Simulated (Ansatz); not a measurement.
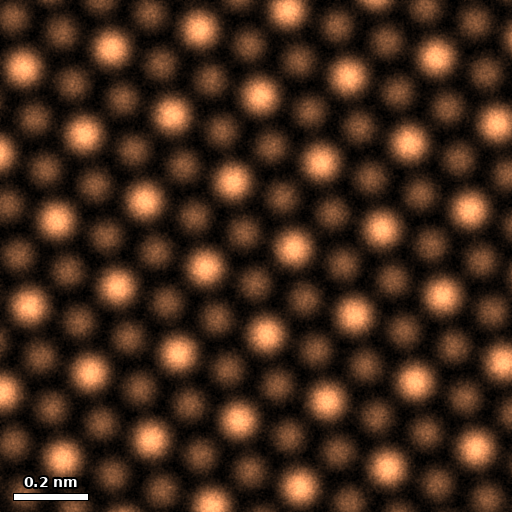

Z-contrast image of C. Simulation: incoherent imaging, intensity Z^1.8 per atom, probe width 0.83 Å, thin sample. Shot noise was added.

**Measure the repeat of the pattern.**

The pattern repeats on a hexagonal net with a repeat of 2.5 Å.

**Which plane group does this projection have?**

p6mm: sixfold points with mirror lines through them.

**How many columns does the smallest repeating cell hold, and how many levels of brightness?**

3 columns in the primitive cell of 5.3 Å², with 2 levels of brightness (about 100, 45 % of the brightest, counted from the darkest point).

The crystal is C (P6_3/mmc, No. 194) seen along [001]. Model: the geometry relaxed with DFT PBE, scalar-relativistic, plane waves, PAW in Ansatz 0.2.0.
